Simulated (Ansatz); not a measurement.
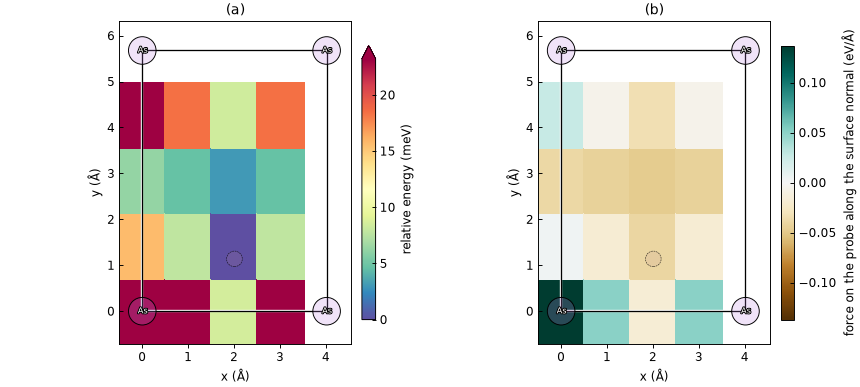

N₂ on a GaAs(110) slab cut from the F-43m phase, its upper half relaxed before the scan (6 atoms of substrate and one adsorbate in a 1 × 1 cell). 
- N2 is moved over the surface cell at a fixed height above a rigid substrate; the origin of the map has the adsorbate above As6; the height is held at 3.40 Å.
- Places are given modulo a cell vector. The map is drawn in real space over the plane of the surface.
- The scan uses a 4 × 4 grid; 12 points were computed and 4 follow by symmetry.
- All energies are given in meV relative to the lowest grid point.
- With one adsorbate in each 1 × 1 cell, its nearest image is 4.0 Å away, so neighbouring adsorbates interact. At a fixed height the lowest place need not be the adsorption site.
- Method: DFT PBE+D3(BJ), scalar-relativistic, plane waves, PAW (Ansatz). Settings: cutoff 420 eV, k-mesh 7×5×1, gaussian smearing 0.05 eV, no spin polarisation.

Panel (a) is the energy; panel (b) is the computed force on the probe along the surface normal, in eV/Å.

In the figure: one coloured cell a grid point, labelled circles for the atoms of the top layer and small ones for the second layer, the outline of one cell of the plane, one colour for all values above the top of the scale.

Q: How does the force on the probe along the surface normal vary over the map, and what is it at the lowest grid point?

A: It runs from −0.05 eV/Å at a fourfold hollow, (2/4, 2/4) of the cell vectors to 0.14 eV/Å at the top site over a surface As atom, (0/4, 0/4) of the cell vectors. At the lowest grid point, (2/4, 1/4) of the cell vectors, it is −0.04 eV/Å.

| second ↓, first → | 0/4 | 1/4 | 2/4 | 3/4 |
| --- | --- | --- | --- | --- |
| 3/4 | 0.03 | −0.01 | −0.03 | −0.01 |
| 2/4 | −0.04 | −0.04 | −0.05 | −0.04 |
| 1/4 | 0.00 | −0.02 | −0.04 | −0.02 |
| 0/4 | 0.14 | 0.05 | −0.02 | 0.05 |

PAW datasets: the set soft_1.
